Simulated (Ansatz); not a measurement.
**Fields on a plane of SnO (litharge type, space group P4/nmm)**

```
CELL_PARAMETERS angstrom
      3.83710     0.00000     0.00000
      0.00000     3.83710     0.00000
      0.00000     0.00000     4.75861
ATOMIC_POSITIONS crystal
  Sn 0.50000 0.00000 0.24344
  Sn 0.00000 0.50000 0.75656
  O  0.00000 0.00000 0.00000
  O  0.50000 0.50000 0.00000
```

The slice is a (001) plane (indices of the conventional cell) through the point (0.500, 0.500, 0.000) (fractional), spanned by u = [100] and v = [010] in vectors of this cell: u (3.84 Å) and v (3.84 Å, at 90° to u). It covers one period; positions are fractions (u, v).

Atoms on it: O at (0.50, 0.50); O at (0.00, 0.00).

Calculation: PBE-D3(BJ) (plane waves to 420 eV, PAW, scalar-relativistic; Ansatz, a quantum-chemistry and plane-wave program). k mesh 12×12×10. Near the nuclei the fields are pseudised (PAW); where an atom keeps semicore shells as valence, they peak there. At this level the bands of SnO touch or barely overlap; measurements give the solid a gap. SnO was relaxed with its symmetry unable to fall.

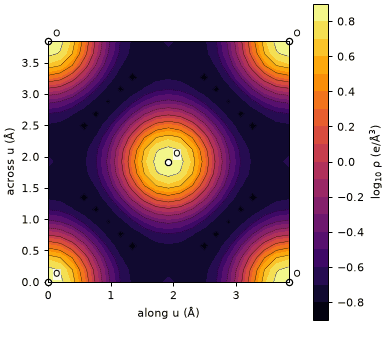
*Log₁₀ of the valence density in e/Å³, one period of the plane, atoms marked. The scale is logarithmic, as a density can span decades between atoms and voids.*

```
v \ u  0.00  0.15  0.30  0.45  0.60  0.75  0.90
-----  ----  ----  ----  ----  ----  ----  ----
0.90      x  0.80  0.18  0.12  0.11  0.40  0.81
0.80   0.78  0.49  0.07  0.24  0.18  0.11  0.67
0.70   0.26  0.11  0.25  0.75  0.67  0.11  0.18
0.60   0.13  0.11  0.67  0.76  0.81  0.39  0.11
0.50   0.15  0.14  0.78     x     x  0.55  0.13
0.40   0.13  0.11  0.67  0.76  0.81  0.39  0.11
0.30   0.26  0.11  0.25  0.75  0.67  0.11  0.18
0.20   0.78  0.49  0.07  0.24  0.18  0.11  0.67
0.10      x  0.80  0.18  0.12  0.11  0.40  0.81
0.00      x  0.82  0.26  0.14  0.13  0.55     x
```

Values: electron localisation function (ELF). Points within 0.4 Å of a nucleus are blanked (x), as the pseudised field means little there.
